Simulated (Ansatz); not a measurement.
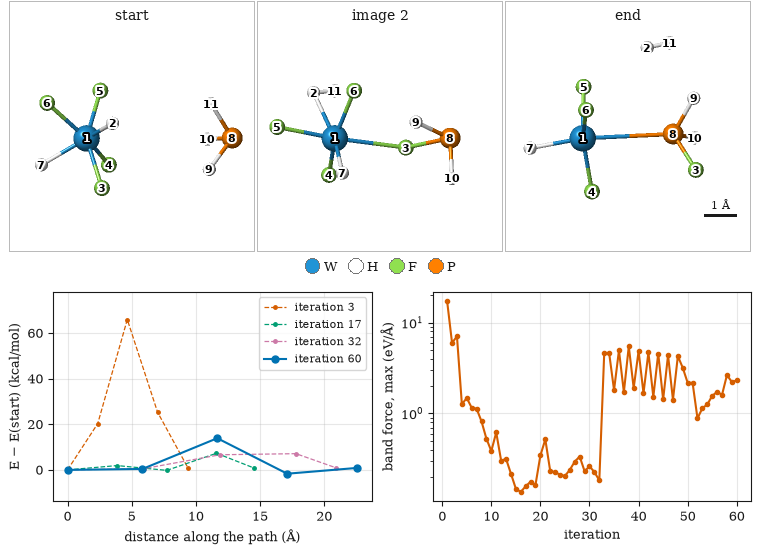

NEB run on WPH5F4, made up at the start of WH$_{2}$F$_{4}$ and PH3. Images are numbered from 0 (start) to 4 (end). The plot follows the band through its iterations. Style: ball-and-stick. Shown face on.

Theory: Ansatz, RHF/def2-SVP. Set-up: 3 movable images; climbing image; force threshold 0.03 eV/Å; iteration limit 60; starting path through a guess of the saddle point.

### How did the profile develop, and is the result final?

The result isn't final. The band hadn't converged when the run stopped after 60 iterations. The largest component of the band force went from 17 to 2.3 eV/Å. The barrier read from it is provisional: over the last two iterations the highest image moved from 20.9 kcal/mol to 13.9 kcal/mol. So few images resolve the path coarsely. The first iteration put the highest image at 192.3 kcal/mol. Relative to the start the highest point is image 2 at +13.9 kcal/mol and the end lies at +0.9 kcal/mol, but the profile dips to −1.7 kcal/mol at image 3 on the way, so there may be an intermediate minimum, or an end is no minimum.

Limits of the set-up: the start holds two separate molecules, 3.3 Å apart at their closest, whose relative position is a soft coordinate and is computed without a dispersion correction; Hartree-Fock leaves out electron correlation.
